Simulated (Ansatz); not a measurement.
**BeF2 (SMILES [F][Be][F]) at HF/STO-3G**

What is the electronic atomisation energy of BeF2 at HF/STO-3G? 

Program for the calculation: Ansatz 0.2.0.

41 further runs of the same task are left out: 4 that didn't finish, 37 set aside as unsound or not needed.

### Step 1. The structure to begin with

The species is BeF2 (3 atoms), meant as a singlet with charge 0. As SMILES, `[F][Be][F]`. Geometry: a GFN2-xTB relaxation, a rough one for these elements and not checked as a minimum.

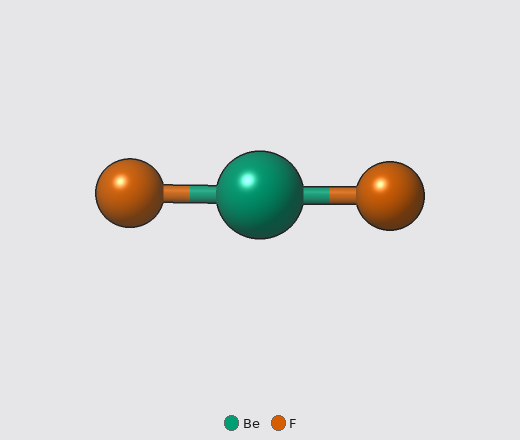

The structure, seen from a chosen angle (beryllium teal, fluorine orange).

### Step 2. The energy at HF/STO-3G

File run.yaml:

```yaml
crystal:
  periodic: [false, false, false]
  atoms:
    - {symbol: Be, position_ang: [-0.002860, -0.001640, -0.000220]}
    - {symbol: F, position_ang: [-0.015000, -0.019520, 1.368760]}
    - {symbol: F, position_ang: [0.017860, 0.021150, -1.368540]}
basis:
  gaussian:
    orbitals: STO-3G
hamiltonian:
  xc: hf
accuracy: high
```

Started as:

```console
$ ansatz run run.yaml --threads 1 --pin off --max-ram 2610MiB --events-out events.jsonl --progress --plain --runs-dir runs
```

The log of the run:

```text
Warning: RAYON_NUM_THREADS=1 ignored (pool sized by the plan → 1); use --threads N
Functional definition: HF
  name "HF"
  exchange = exact_x
  correlation = 0
240 factors; integrals over basis functions are off by at most 2.0e-7 eV
mean field evaluation 1: about -5729.7165 eV, gradient 2.2e1 eV
mean field evaluation 2: about -5729.7295 eV, gradient 2.2e1 eV
mean field evaluation 4: about -5731.8515 eV, gradient 8.7e-1 eV
mean field evaluation 8: about -5731.8548 eV, gradient 2.2e-5 eV
mean field -5731.85483196 eV, -210.6417798838 hartree, gradient 1.7e-8 eV, S^2 0.000000; 0 other end points of the search recorded, 0 dependent functions left out
reference -5731.85483196 eV, -210.6417798838 hartree; 11, 11 occupied and 4, 4 virtual orbitals, 240 factors
Total energy: -5731.85483196 eV, -210.6417798838 hartree
```

Run time: 0.06 s. Hardware: 1 thread of Arm Neoverse V1, shared host.

### Step 3. The Be atom, same level

File input.yaml:

```yaml
crystal:
  periodic: [false, false, false]
  atoms:
    - symbol: Be
      position_ang: [0.000000, 0.000000, 0.000000]
basis:
  gaussian: {orbitals: STO-3G}
total_charge: 0
hamiltonian: {xc: hf}
accuracy: high
```

Run the same way, it converges to -14.35188 Eh (log not shown).

### Step 4. The F atom, same level

File molecule.yaml:

```yaml
crystal:
  periodic: [false, false, false]
  atoms:
    - {symbol: F, position_ang: [0.000000, 0.000000, 0.000000]}
basis:
  gaussian:
    orbitals: STO-3G
magnetization:
  spin_polarized: true
  initial_magnetization: 1
hamiltonian:
  xc: hf
accuracy: high
```

Run the same way, it converges to -97.98651 Eh (log not shown).

### Step 5. What came out

At HF/STO-3G:

| quantity | value |
| --- | --- |
| molecule: total energy | -210.64178 Eh |
| Be atom: total energy | -14.35188 Eh |
| F atom: total energy | -97.98651 Eh |
| F atom: ⟨S²⟩ | 0.750 |
| electronic atomisation energy | 8.623 eV |

What this shows: Taking the molecule apart into free atoms costs 8.62 eV (199 kcal/mol), before zero-point energy and without spin-orbit coupling. Hartree–Fock lacks the correlation of the bonding pairs, which as a rule makes this value much too low; in minimal bases other errors can mask that. In a minimal basis such a difference can be off by several eV, whatever the method.
